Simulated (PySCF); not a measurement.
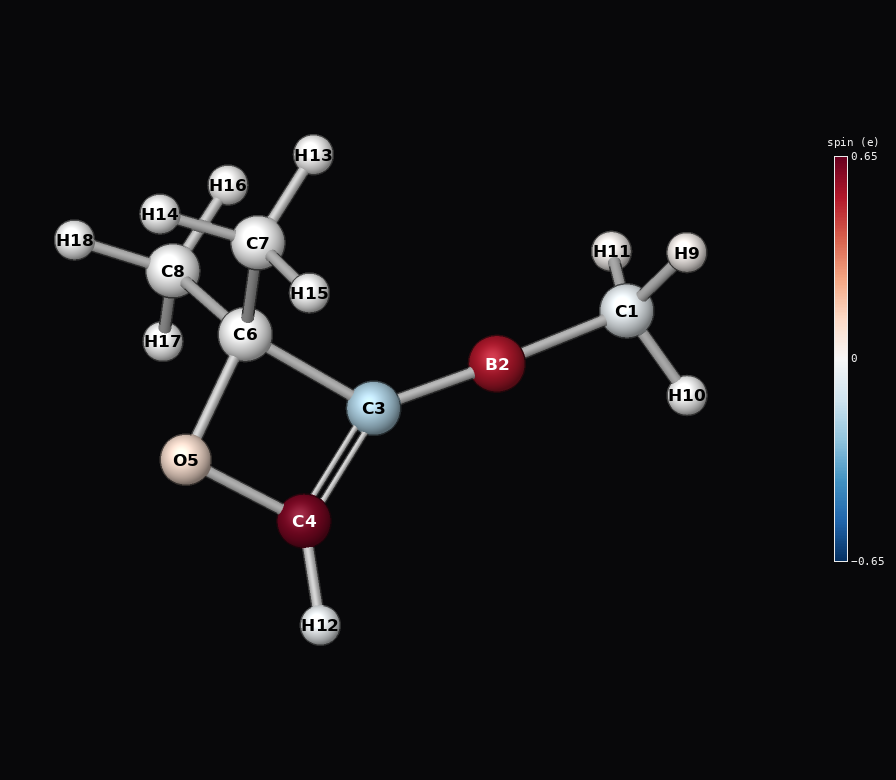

Atoms are coloured by their Mulliken spin populations. Charge 0, doublet. Computed geometry: GFN2-xTB optimisation. No frequency run is at hand to confirm it as a minimum. Properties computed with UKS B3LYP, pcH-1 on B C H O, non-relativistic (PySCF 2.14.0).

Give the Mulliken spin populations atom by atom.

```
atom  value (e)
  C1      −0.04
  B2       0.52
  C3      −0.20
  C4       0.61
  O5       0.10
  C6       0.00
  C7       0.00
  C8       0.00
  H9       0.02
 H10       0.00
 H11       0.02
 H12      −0.03
 H13       0.00
 H14       0.00
 H15       0.00
 H16       0.00
 H17       0.00
 H18       0.00
```

Mulliken values depend strongly on the basis set. The geometry is semi-empirical. Around B such bond lengths and angles can be off by a tenth of an ångström or more and by several degrees, and values that hang on the shape move with them.
